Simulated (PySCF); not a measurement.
Dissociation curve of CuH, singlet.

Levels: UKS-LDA (SVWN5)/6-31G* = unrestricted LDA (SVWN5)/6-31G*, spherical d in PySCF 2.14.0; UKS-BP86/6-31G* = unrestricted BP86/6-31G*, spherical d in PySCF; RKS-B3LYP/6-31G* = restricted B3LYP/6-31G*, spherical d (PySCF); UKS-r2SCAN = unrestricted r2SCAN/def2-SVP in PySCF.

Energies are in kJ/mol, each relative to the lowest point of its own curve near equilibrium.

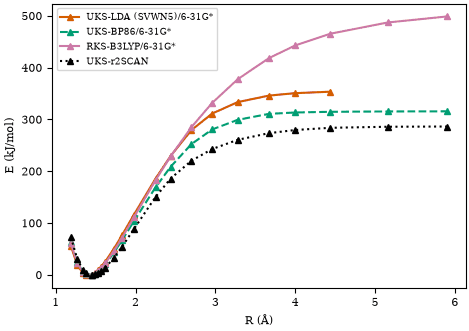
Energy against bond length for each method.

```csv
R / Å,UKS-LDA (SVWN5)/6-31G*,UKS-BP86/6-31G*,RKS-B3LYP/6-31G*,UKS-r2SCAN
1.19,55.6,63.4,61.2,72.5
1.27,19.0,23.9,22.4,30.1
1.34,3.6,6.2,5.4,10.2
1.38,0.0,1.4,0.9,4.0
1.45,0.6,0.0,0.0,0.0
1.49,4.0,2.3,2.7,0.8
1.53,9.2,6.5,7.1,3.3
1.57,15.8,12.0,13.0,7.2
1.62,25.5,20.5,22.0,13.8
1.73,50.8,43.2,46.2,33.1
1.83,76.4,66.6,71.4,54.2
1.98,116.2,103.7,111.2,88.6
2.25,185.7,168.9,182.5,150.3
2.44,229.6,208.7,229.0,186.0
2.70,279.4,252.4,285.1,220.3
2.96,311.3,280.7,331.9,242.8
3.28,333.4,299.2,377.6,260.7
3.67,346.0,310.7,418.3,273.4
4.00,350.7,313.4,442.8,279.6
4.44,353.5,314.7,465.4,283.8
5.16,—,315.4,487.1,285.9
5.90,—,315.6,498.7,286.3
```

At the longest distance, 5.90 Å, RKS-B3LYP/6-31G* lies highest above its minimum (498.7 kJ/mol) and UKS-r2SCAN lowest (286.3 kJ/mol).

A dash means that the run gave no value there, or that the column was ended at a point which the program doubted or which failed a test of continuity chosen for this set; such a test can also cut sound points.

The unrestricted solution behind UKS-LDA (SVWN5)/6-31G* changes between 4.44 and 5.16 Å and between 5.16 and 5.90 Å, which can leave a kink. The unrestricted determinant behind UKS-LDA (SVWN5)/6-31G* is spin-contaminated at 1.62 to 5.16 Å (<S²> up to 1.0, against 0.00 for a pure singlet). The unrestricted determinant behind UKS-BP86/6-31G* is spin-contaminated at 1.57 to 5.90 Å (<S²> up to 1.0, against 0.00 for a pure singlet). The restricted form behind RKS-B3LYP/6-31G* keeps the bonding electrons paired and can't separate into open-shell fragments. The unrestricted determinant behind UKS-r2SCAN is spin-contaminated at 2.25 to 5.90 Å (<S²> up to 1.0, against 0.00 for a pure singlet).
